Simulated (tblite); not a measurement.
# C$_{5}$H$_{7}$BrO$_{2}$Si: frequency calculation

C$_{5}$H$_{7}$BrO$_{2}$Si, computed with GFN2-xTB harmonic vibrations, gas phase (tblite 0.8.0).

It belongs to a series of runs on one base structure; here: H on Si replaced by CH3.

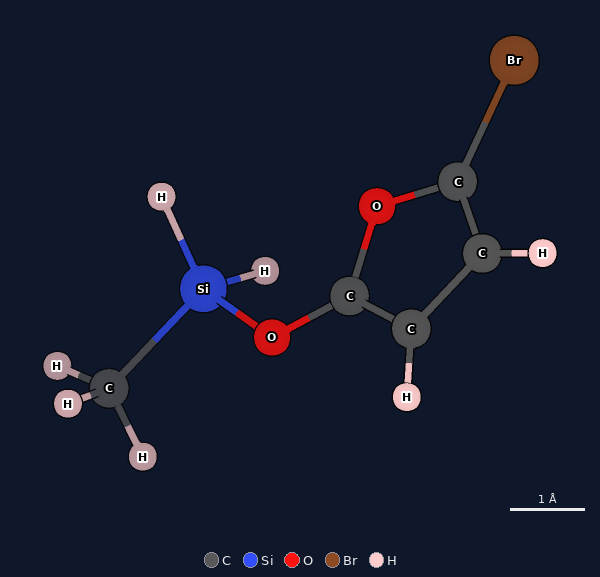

The structure as given in the input (ball-and-stick view, seen at a tilt).

Key numbers:

| quantity | value |
| --- | --- |
| outcome | converged |
| total energy | −769.1971 eV |
| zero-point energy | 66.5680 kcal/mol |
| hardware | 1 CPU thread, shared host |
| wall time | 0.71 s |
| peak memory | 0.18 GiB |

The input:
```
{"job": {"kind": "ir", "xc": "GFN2-xTB", "basis": "xTB"}, "charge": 0, "multiplicity": 1}
C     -3.250195     0.049585     0.201057
Si    -1.544128     0.814948     0.453193
O     -0.551929    -0.455629     0.067295
C      0.762244    -0.428066     0.078940
C      1.674113    -1.396649    -0.219003
C      2.952552    -0.804680    -0.035816
C      2.709635     0.470241     0.358636
Br     3.856002     1.870657     0.793027
O      1.380325     0.720685     0.434652
H     -3.399493    -0.272651    -0.825468
H     -3.403734    -0.813933     0.841750
H     -4.019811     0.777115     0.435162
H     -1.282540     1.213509     1.836918
H     -1.263485     1.924495    -0.459266
H      1.463708    -2.398017    -0.527870
H      3.909136    -1.262667    -0.177137
```

The first line tells a small driver script what to run in tblite; the rest is the geometry in Å.

Launched with:
```bash
OMP_NUM_THREADS=1 python <driver script> task.json out
```

What the program printed:
```
mode    cm-1     km/mol
  1      46.5      0.07
  2      58.6      0.85
  3      68.7      1.12
  4     111.7      0.39
  5     160.4      0.08
  6     164.1      1.38
  7     220.9      2.52
  8     320.3      0.04
  9     337.5     10.29
 10     408.9      4.05
 11     480.3     53.61
 12     555.0      1.07
 13     617.0     17.04
 14     619.5     56.17
 15     637.3     37.55
 16     716.5    138.25
 17     781.8     62.45
 18     790.8     19.10
 19     793.1    203.13
 20     819.3     98.52
 21     819.5      3.84
 22     824.3     98.12
 23     859.1    320.22
 24     895.6     13.65
 25    1004.0     69.45
 26    1033.1     49.51
 27    1120.5     66.73
 28    1177.9      5.39
 29    1252.4    197.08
 30    1346.0     25.62
 31    1373.7     16.87
 32    1475.6      1.34
 33    1481.9      0.19
 34    1524.9    116.76
 35    1611.5    361.18
 36    2242.1    394.75
 37    2269.7    110.76
 38    3039.1     23.03
 39    3040.9     12.34
 40    3062.4     23.89
 41    3194.7      9.52
 42    3207.7      1.57
```

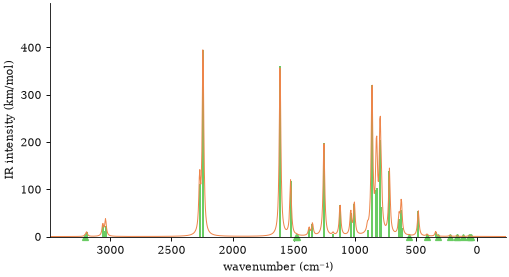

Harmonic infrared spectrum, unscaled: sticks (degenerate modes added up, dark ones marked on the axis) with a Lorentzian envelope of 16 cm⁻¹ full width, scaled to the tallest stick. 42 modes from 46 to 3208 cm⁻¹, none imaginary. The strongest line is at 2242 cm⁻¹ (395 km/mol).
